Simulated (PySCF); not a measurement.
**H$_{14}$LaO$_{7}$ (charge +3): density, localisation and related maps**

```yaml
atoms:
  - { symbol: La, position_ang: [-0.0016, 0.0000, 0.0000] }
  - { symbol: O, position_ang: [-0.0021, 0.0000, 2.5480] }
  - { symbol: H, position_ang: [0.7618, 0.0000, 3.1585] }
  - { symbol: H, position_ang: [-0.7663, 0.0000, 3.1581] }
  - { symbol: O, position_ang: [-0.0021, 0.0000, -2.5480] }
  - { symbol: H, position_ang: [0.7618, 0.0000, -3.1585] }
  - { symbol: H, position_ang: [-0.7663, 0.0000, -3.1581] }
  - { symbol: O, position_ang: [2.5901, 0.0000, 0.0000] }
  - { symbol: H, position_ang: [3.1987, 0.0000, 0.7622] }
  - { symbol: H, position_ang: [3.1987, 0.0000, -0.7622] }
  - { symbol: O, position_ang: [0.7959, 2.4509, 0.0000] }
  - { symbol: H, position_ang: [0.9662, 3.0304, 0.7658] }
  - { symbol: H, position_ang: [0.9662, 3.0304, -0.7658] }
  - { symbol: O, position_ang: [-2.0889, 1.5293, 0.0000] }
  - { symbol: H, position_ang: [-2.5629, 1.9082, 0.7637] }
  - { symbol: H, position_ang: [-2.5629, 1.9082, -0.7637] }
  - { symbol: O, position_ang: [-2.0889, -1.5293, 0.0000] }
  - { symbol: H, position_ang: [-2.5629, -1.9082, 0.7637] }
  - { symbol: H, position_ang: [-2.5629, -1.9082, -0.7637] }
  - { symbol: O, position_ang: [0.7959, -2.4509, 0.0000] }
  - { symbol: H, position_ang: [0.9662, -3.0304, 0.7658] }
  - { symbol: H, position_ang: [0.9662, -3.0304, -0.7658] }
```

Core potentials replace the inner electrons of La.

Theory: RKS r2SCAN, La lcecp-1-SVP with ECP46, O def2-SVP, H def2-SVP; non-relativistic Hamiltonian with scalar-relativistic core potentials where named; density fitting in PySCF.

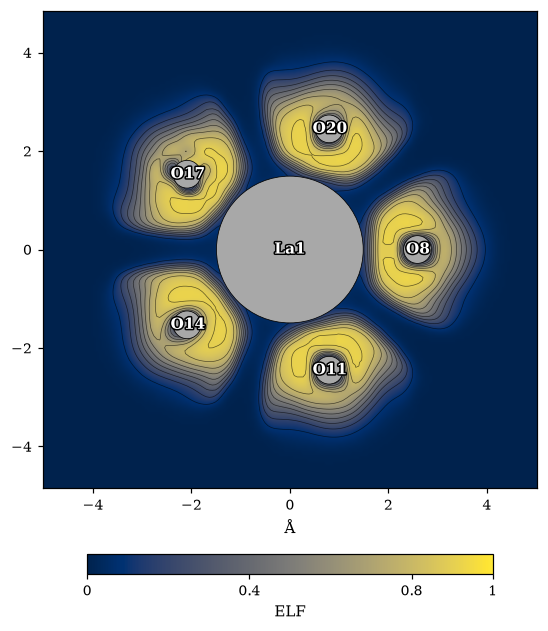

Figure 1. Electron localisation function on the plane of atoms O8, La1 and O17. Grey discs cover the atomic cores.

> Interpret the plot.

- The section cuts through La and O sites.
- La–O (2.58 Å): the ELF is about 0.15 at the midpoint; an ionic contact with no shared pair.
- La–O (2.59 Å): the ELF peaks at about 0.90 in the valence shell of O, 0.7 Å from its nucleus, and drops to about 0.15 between the two atoms: an ionic contact with no shared pair.

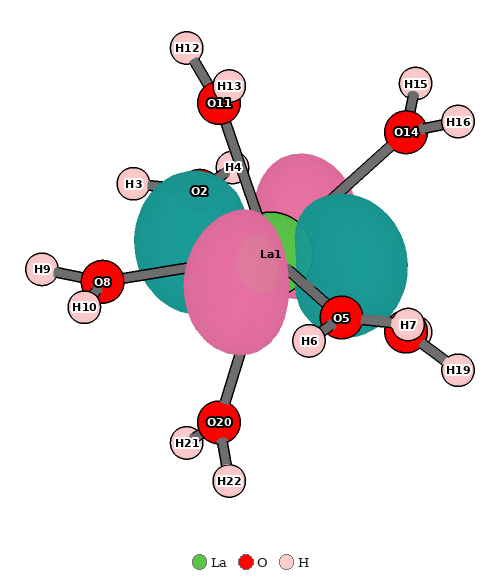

Figure 2. The LUMO at ±0.15 Å⁻³ᐟ² (teal and pink are the two phases), seen at a tilt.

> Where does this orbital lie, and at what energy?

Its weight (Hirshfeld) is mainly on La1 (about 80 %). Its energy is −13.57 eV.

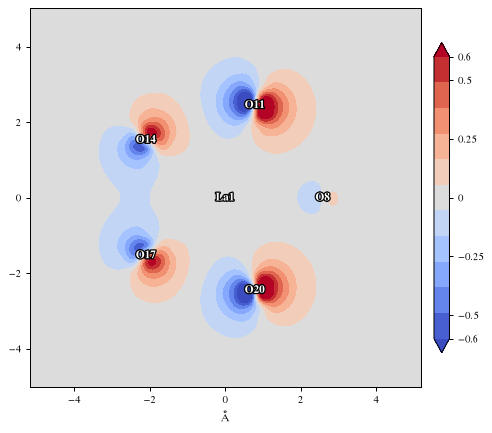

Figure 3. The HOMO−1 on the plane of atoms O11, La1 and O14 (values in Å⁻³ᐟ²; the overall sign is arbitrary).

> Describe this orbital and give its energy.

By Hirshfeld shares it lies mainly on O11 (about 30 %), O20 (about 30 %), O17 (about 10 %) and O14 (about 10 %); largely a combination of lone pairs on O11, O20, O17 and O14. Its energy is −19.47 eV.
